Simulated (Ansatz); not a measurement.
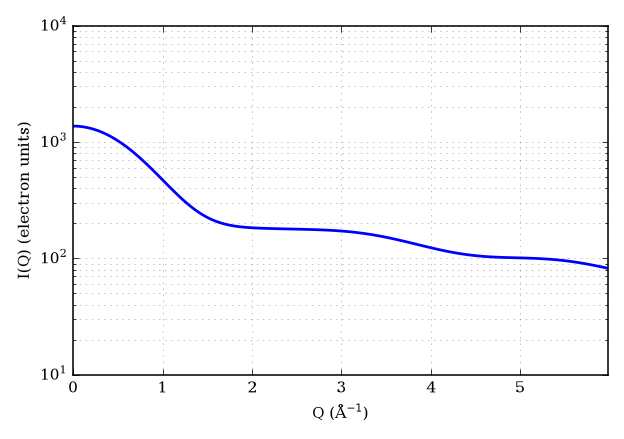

Elastic X-ray scattering of a randomly oriented, rigid molecule, calculated with the Debye equation from neutral-atom form factors (independent atoms, no Compton part, no vibration). The geometry is the end point of an optimisation (Ansatz, UHF/cc-pVDZ); it may be a saddle point or a higher isomer. It contains B, Si, Al, H.

How many electrons does the independent-atom model of the molecule hold?

Answer. I(0) is the square of the electron number: I(0) = 1370, so about 37 electrons, the count of AlBH5Si.

What radius of gyration does the initial fall-off give?

Answer. From I(Q) ≈ I(0) exp(−Q²R²/3) at small Q, R ≈ 1.88 Å. It is larger than the electron-weighted radius of the nuclear positions alone (1.69 Å), because each atom's electron cloud adds to it.
